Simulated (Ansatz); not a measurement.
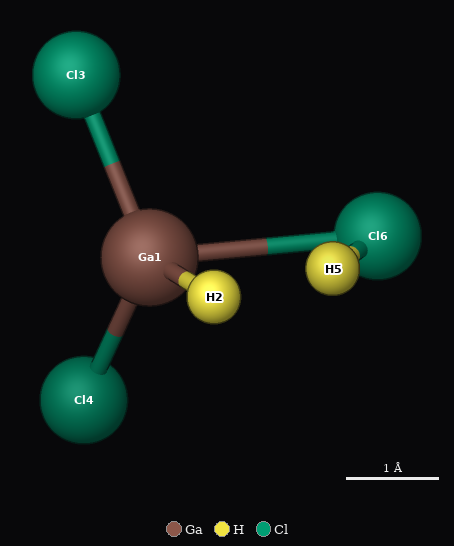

Figure 1. The structure as given in the input (ball-and-stick view, seen at a tilt; atoms are numbered from 1 in the order of the input). Sticks mark near contacts. Bond lengths as drawn: Cl–Ga 2.14 to 2.55 Å, Cl–H 1.17 Å and Ga–H 1.54 Å.

# Run report: GaH2Cl3, geometry relaxation (part 1 of 2)

- system: GaH2Cl3
- method: RKS PBE0-D4/def2-TZVP (Ansatz 0.2.0)

The geometry is a transition state displaced along its imaginary mode. The reaction was set up to form Ga1–Cl6 and H2–H5 and to break Ga1–H2 and H5–Cl6 (atoms counted from 1 in the order of the input); sticks are drawn by distance alone. Figures and captions count atoms from 1; the log counts them from 0 in places.

What the program printed
```
Functional definition: PBE0
  name "PBE0"
  cite "Adamo & Barone, J. Chem. Phys. 110, 6158 (1999) doi:10.1063/1.478522"
  cite "Perdew, Burke & Ernzerhof, Phys. Rev. Lett. 77, 3865 (1996) doi:10.1103/PhysRevLett.77.3865"
  parent pbe
  parameter a = 0.25
  parameter kappa = 0.804
  parameter beta = 0.06672455060314922
  exchange = (1 - a)*pbe_x(kappa = kappa, mu = beta*pi^2/3) + a*exact_x
  correlation = pbe_c(beta = beta)
1305 factors; their error is unknown
mean field evaluation 1: about -89961.2849 eV, gradient 2.9e1 eV
mean field evaluation 2: about -89960.7389 eV, gradient 4.0e1 eV
mean field evaluation 4: about -89962.6127 eV, gradient 9.0e-1 eV
mean field evaluation 8: about -89962.9113 eV, gradient 2.0e-1 eV
mean field -89962.91132561 eV, -3306.0760121646 hartree, gradient 6.5e-5 eV, S^2 0.000000; 0 other end points of the search recorded, 0 dependent functions left out
the calculation of the forces begins
reference -89962.91135427 eV, -3306.0760132178 hartree; 42, 42 occupied and 129, 129 virtual orbitals, 1305 factors
relax step   1: F+E_penalty+E_count = -89963.07919081 eV  Δ(F+E_penalty+E_count) = +0.000e0 eV  max|allowed force component| = 4.150e0 eV/Å  Δτ_max = 0.0000 Å  (24 SCF iters, accepted)
these checks for a lower state are left out or cut short: starts, cluster_reference, orbital_swaps, neighbouring_geometries, increment
1305 factors; their error is unknown
mean field evaluation 16: about -89962.9539 eV, gradient 9.9e0 eV
mean field -89963.45377918 eV, -3306.0959469656 hartree, gradient 1.5e-5 eV, S^2 0.000000; 0 other end points of the search recorded, 0 dependent functions left out
[... from here on the field's lines of each further geometry are left out, up to the last ...]
relax step   2: F+E_penalty+E_count = -89963.61986836 eV  Δ(F+E_penalty+E_count) = -5.407e-1 eV  max|allowed force component| = 1.174e0 eV/Å  Δτ_max = 0.1950 Å  (28 SCF iters, accepted)
relax step   3: F+E_penalty+E_count = -89963.72118420 eV  Δ(F+E_penalty+E_count) = -1.013e-1 eV  max|allowed force component| = 6.851e-1 eV/Å  Δτ_max = 0.1938 Å  (28 SCF iters, accepted)
relax step   4: F+E_penalty+E_count = -89963.77598060 eV  Δ(F+E_penalty+E_count) = -5.480e-2 eV  max|allowed force component| = 4.377e-1 eV/Å  Δτ_max = 0.1818 Å  (28 SCF iters, accepted)
relax step   5: F+E_penalty+E_count = -89963.82427674 eV  Δ(F+E_penalty+E_count) = -4.830e-2 eV  max|allowed force component| = 5.820e-1 eV/Å  Δτ_max = 0.1944 Å  (28 SCF iters, accepted)
relax step   6: F+E_penalty+E_count = -89963.84719790 eV  Δ(F+E_penalty+E_count) = -2.292e-2 eV  max|allowed force component| = 1.144e-1 eV/Å  Δτ_max = 0.1721 Å  (28 SCF iters, accepted)
relax step   7: F+E_penalty+E_count = -89963.84063412 eV  Δ(F+E_penalty+E_count) = +6.564e-3 eV  max|allowed force component| = 1.747e-1 eV/Å  Δτ_max = 0.0871 Å  (27 SCF iters, rejected (line search))
relax step   8: F+E_penalty+E_count = -89963.85097341 eV  Δ(F+E_penalty+E_count) = -3.776e-3 eV  max|allowed force component| = 1.394e-2 eV/Å  Δτ_max = 0.0424 Å  (28 SCF iters, accepted)
relax step   9: F+E_penalty+E_count = -89963.85122696 eV  Δ(F+E_penalty+E_count) = -2.535e-4 eV  max|allowed force component| = 1.149e-2 eV/Å  Δτ_max = 0.0121 Å  (29 SCF iters, accepted)
relax step  10: F+E_penalty+E_count = -89963.85111220 eV  Δ(F+E_penalty+E_count) = +1.148e-4 eV  max|allowed force component| = 2.710e-2 eV/Å  Δτ_max = 0.0233 Å  (29 SCF iters, rejected (line search))
relax step  11: F+E_penalty+E_count = -89963.85139909 eV  Δ(F+E_penalty+E_count) = -1.721e-4 eV  max|allowed force component| = 4.712e-3 eV/Å  Δτ_max = 0.0117 Å  (29 SCF iters, accepted)
relax step  12: F+E_penalty+E_count = -89963.85145129 eV  Δ(F+E_penalty+E_count) = -5.220e-5 eV  max|allowed force component| = 6.596e-3 eV/Å  Δτ_max = 0.0120 Å  (29 SCF iters, accepted)
relax step  13: F+E_penalty+E_count = -89963.85145240 eV  Δ(F+E_penalty+E_count) = -1.108e-6 eV  max|allowed force component| = 7.887e-3 eV/Å  Δτ_max = 0.0017 Å  (19 SCF iters, accepted)
relax step  14: F+E_penalty+E_count = -89963.85146531 eV  Δ(F+E_penalty+E_count) = -1.291e-5 eV  max|allowed force component| = 9.532e-3 eV/Å  Δτ_max = 0.0085 Å  (29 SCF iters, accepted)
relax step  15: F+E_penalty+E_count = -89963.85147867 eV  Δ(F+E_penalty+E_count) = -1.336e-5 eV  max|allowed force component| = 6.660e-3 eV/Å  Δτ_max = 0.0051 Å  (29 SCF iters, accepted)
relax step  16: F+E_penalty+E_count = -89963.85150235 eV  Δ(F+E_penalty+E_count) = -2.368e-5 eV  max|allowed force component| = 7.262e-3 eV/Å  Δτ_max = 0.0071 Å  (29 SCF iters, accepted)
relax step  17: F+E_penalty+E_count = -89963.85163311 eV  Δ(F+E_penalty+E_count) = -1.308e-4 eV  max|allowed force component| = 2.869e-2 eV/Å  Δτ_max = 0.0253 Å  (28 SCF iters, accepted)
relax step  18: F+E_penalty+E_count = -89963.85183348 eV  Δ(F+E_penalty+E_count) = -2.004e-4 eV  max|allowed force component| = 1.091e-2 eV/Å  Δτ_max = 0.0220 Å  (28 SCF iters, accepted)
relax step  19: F+E_penalty+E_count = -89963.85218441 eV  Δ(F+E_penalty+E_count) = -3.509e-4 eV  max|allowed force component| = 2.192e-2 eV/Å  Δτ_max = 0.0288 Å  (27 SCF iters, accepted)
relax step  20: F+E_penalty+E_count = -89963.85287057 eV  Δ(F+E_penalty+E_count) = -6.862e-4 eV  max|allowed force component| = 7.744e-2 eV/Å  Δτ_max = 0.0458 Å  (28 SCF iters, accepted)
relax step  21: F+E_penalty+E_count = -89963.81303030 eV  Δ(F+E_penalty+E_count) = +3.984e-2 eV  max|allowed force component| = 1.258e0 eV/Å  Δτ_max = 0.1953 Å  (33 SCF iters, rejected (line search))
relax step  22: F+E_penalty+E_count = -89963.85538172 eV  Δ(F+E_penalty+E_count) = -2.511e-3 eV  max|allowed force component| = 6.226e-2 eV/Å  Δτ_max = 0.0977 Å  (28 SCF iters, accepted)
relax step  23: F+E_penalty+E_count = -89963.85425925 eV  Δ(F+E_penalty+E_count) = +1.122e-3 eV  max|allowed force component| = 4.367e-1 eV/Å  Δτ_max = 0.0993 Å  (28 SCF iters, rejected (line search))
relax step  24: F+E_penalty+E_count = -89963.85721879 eV  Δ(F+E_penalty+E_count) = -1.837e-3 eV  max|allowed force component| = 2.354e-2 eV/Å  Δτ_max = 0.0497 Å  (28 SCF iters, accepted)
relax step  25: F+E_penalty+E_count = -89963.85865525 eV  Δ(F+E_penalty+E_count) = -1.436e-3 eV  max|allowed force component| = 1.129e-1 eV/Å  Δτ_max = 0.0497 Å  (28 SCF iters, accepted)
relax step  26: F+E_penalty+E_count = -89963.86060346 eV  Δ(F+E_penalty+E_count) = -1.948e-3 eV  max|allowed force component| = 2.356e-1 eV/Å  Δτ_max = 0.0737 Å  (28 SCF iters, accepted)
relax step  27: F+E_penalty+E_count = -89963.86635230 eV  Δ(F+E_penalty+E_count) = -5.749e-3 eV  max|allowed force component| = 9.064e-2 eV/Å  Δτ_max = 0.1125 Å  (28 SCF iters, accepted)
relax step  28: F+E_penalty+E_count = -89963.86833229 eV  Δ(F+E_penalty+E_count) = -1.980e-3 eV  max|allowed force component| = 5.442e-2 eV/Å  Δτ_max = 0.0376 Å  (29 SCF iters, accepted)
relax step  29: F+E_penalty+E_count = -89963.84189051 eV  Δ(F+E_penalty+E_count) = +2.644e-2 eV  max|allowed force component| = 1.023e0 eV/Å  Δτ_max = 0.1985 Å  (33 SCF iters, rejected (line search))
relax step  30: F+E_penalty+E_count = -89963.87318441 eV  Δ(F+E_penalty+E_count) = -4.852e-3 eV  max|allowed force component| = 5.188e-2 eV/Å  Δτ_max = 0.0992 Å  (28 SCF iters, accepted)
relax step  31: F+E_penalty+E_count = -89963.87462867 eV  Δ(F+E_penalty+E_count) = -1.444e-3 eV  max|allowed force component| = 3.170e-1 eV/Å  Δτ_max = 0.0978 Å  (28 SCF iters, accepted)
relax step  32: F+E_penalty+E_count = -89963.88528594 eV  Δ(F+E_penalty+E_count) = -1.066e-2 eV  max|allowed force component| = 4.028e-2 eV/Å  Δτ_max = 0.1499 Å  (27 SCF iters, accepted)
relax step  33: F+E_penalty+E_count = -89963.88341514 eV  Δ(F+E_penalty+E_count) = +1.871e-3 eV  max|allowed force component| = 1.672e-1 eV/Å  Δτ_max = 0.0690 Å  (28 SCF iters, rejected (line search))
relax step  34: F+E_penalty+E_count = -89963.88726104 eV  Δ(F+E_penalty+E_count) = -1.975e-3 eV  max|allowed force component| = 2.868e-2 eV/Å  Δτ_max = 0.0338 Å  (29 SCF iters, accepted)
relax step  35: F+E_penalty+E_count = -89963.89081612 eV  Δ(F+E_penalty+E_count) = -3.555e-3 eV  max|allowed force component| = 2.381e-1 eV/Å  Δτ_max = 0.0976 Å  (28 SCF iters, accepted)
relax step  36: F+E_penalty+E_count = -89963.88629369 eV  Δ(F+E_penalty+E_count) = +4.522e-3 eV  max|allowed force component| = 7.498e-1 eV/Å  Δτ_max = 0.1499 Å  (27 SCF iters, rejected (line search))
relax step  37: F+E_penalty+E_count = -89963.89663480 eV  Δ(F+E_penalty+E_count) = -5.819e-3 eV  max|allowed force component| = 1.216e-1 eV/Å  Δτ_max = 0.0749 Å  (28 SCF iters, accepted)
relax step  38: F+E_penalty+E_count = -89963.90172950 eV  Δ(F+E_penalty+E_count) = -5.095e-3 eV  max|allowed force component| = 8.263e-2 eV/Å  Δτ_max = 0.0750 Å  (28 SCF iters, accepted)
relax step  39: F+E_penalty+E_count = -89963.90647802 eV  Δ(F+E_penalty+E_count) = -4.749e-3 eV  max|allowed force component| = 3.232e-1 eV/Å  Δτ_max = 0.1119 Å  (28 SCF iters, accepted)
relax step  40: F+E_penalty+E_count = -89963.90365656 eV  Δ(F+E_penalty+E_count) = +2.821e-3 eV  max|allowed force component| = 6.450e-1 eV/Å  Δτ_max = 0.1643 Å  (27 SCF iters, rejected (line search))
relax step  41: F+E_penalty+E_count = -89963.91307248 eV  Δ(F+E_penalty+E_count) = -6.594e-3 eV  max|allowed force component| = 1.409e-1 eV/Å  Δτ_max = 0.0822 Å  (28 SCF iters, accepted)
relax step  42: F+E_penalty+E_count = -89963.91801837 eV  Δ(F+E_penalty+E_count) = -4.946e-3 eV  max|allowed force component| = 5.419e-2 eV/Å  Δτ_max = 0.0844 Å  (28 SCF iters, accepted)
relax step  43: F+E_penalty+E_count = -89963.92016861 eV  Δ(F+E_penalty+E_count) = -2.150e-3 eV  max|allowed force component| = 8.017e-2 eV/Å  Δτ_max = 0.1266 Å  (27 SCF iters, accepted)
relax step  44: F+E_penalty+E_count = -89963.92186313 eV  Δ(F+E_penalty+E_count) = -1.695e-3 eV  max|allowed force component| = 1.602e-2 eV/Å  Δτ_max = 0.0364 Å  (28 SCF iters, accepted)
relax step  45: F+E_penalty+E_count = -89963.92209554 eV  Δ(F+E_penalty+E_count) = -2.324e-4 eV  max|allowed force component| = 6.914e-3 eV/Å  Δτ_max = 0.0151 Å  (29 SCF iters, accepted)
relax step  46: F+E_penalty+E_count = -89963.92213357 eV  Δ(F+E_penalty+E_count) = -3.803e-5 eV  max|allowed force component| = 1.731e-2 eV/Å  Δτ_max = 0.0189 Å  (28 SCF iters, accepted)
the calculation of the forces begins
reference -89963.75293040 eV, -3306.1069405703 hartree; 42, 42 occupied and 129, 129 virtual orbitals, 1305 factors
relax step  47: F+E_penalty+E_count = -89963.92216453 eV  Δ(F+E_penalty+E_count) = -3.096e-5 eV  max|allowed force component| = 4.948e-3 eV/Å  Δτ_max = 0.0045 Å  (29 SCF iters, accepted)
1305 factors; their error is unknown
mean field evaluation 352: about -89963.7529 eV, gradient 6.6e-5 eV
```

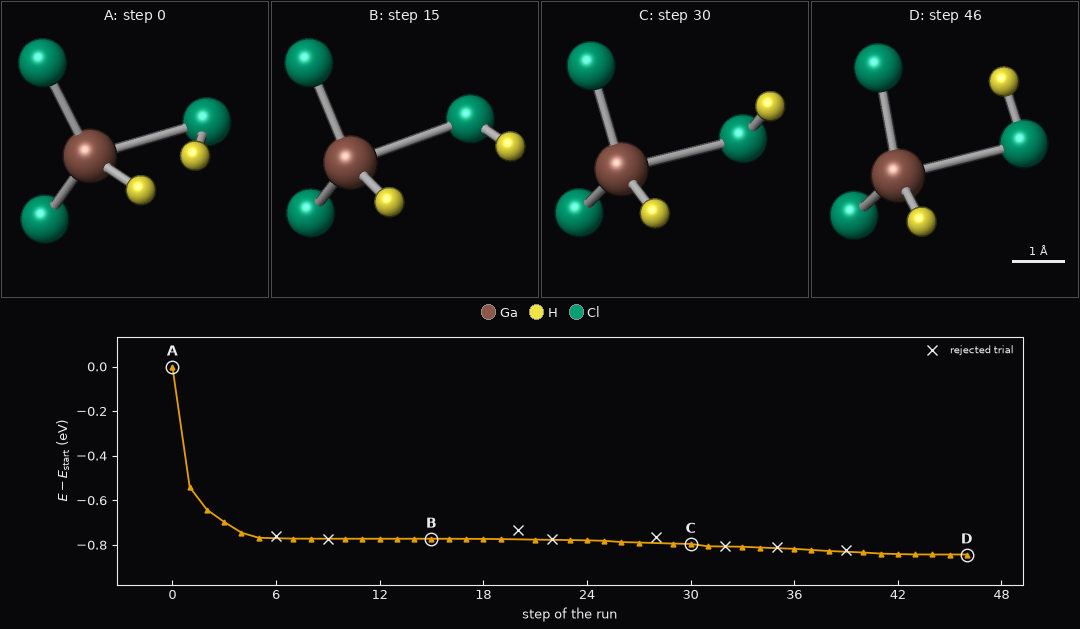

Figure 2. Frames of the relaxation (ball-and-stick view, seen at a tilt) above the curves, on which the letters mark them (the first geometry is step 0 here and step 1 in the log).
